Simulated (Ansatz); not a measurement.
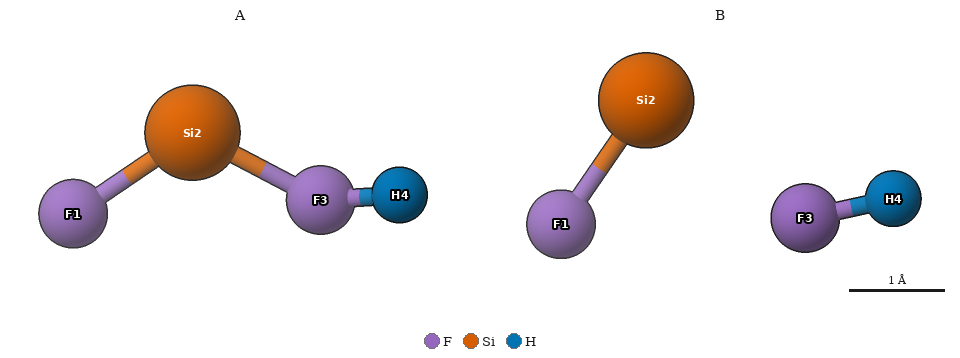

Two geometries of SiHF$_{2}$ (charge +1), drawn at one scale. One is the start of a relaxation, the other its converged end. A ball-and-stick model, seen face on.

The calculation used RKS PBE-D4/def2-SVP (Ansatz). (force threshold 0.03 eV/Å; at most 250 steps)

Question: Which geometry has the lower energy?

Answer: Structure B is the relaxed one. It is one of the separated reactants of a reaction. After 7 geometry steps the energy has fallen by 253.1 kJ/mol. The largest force component goes from 10 to 0.012 eV/Å. The largest move after the best rigid fit is that of Si2, 0.44 Å. By element the largest moves are Si 0.44 Å, F 0.24 Å, H 0.18 Å. Among the contacts that change: Si2–F3 1.525 → 2.084 Å, F1–Si2 1.525 → 1.598 Å, F3–H4 0.910 → 0.956 Å. Bonds break, among them: Si2–F3 (1.53 → 2.08 Å). The run took 4.4 s on 2 threads of Arm Neoverse V1 (shared host).
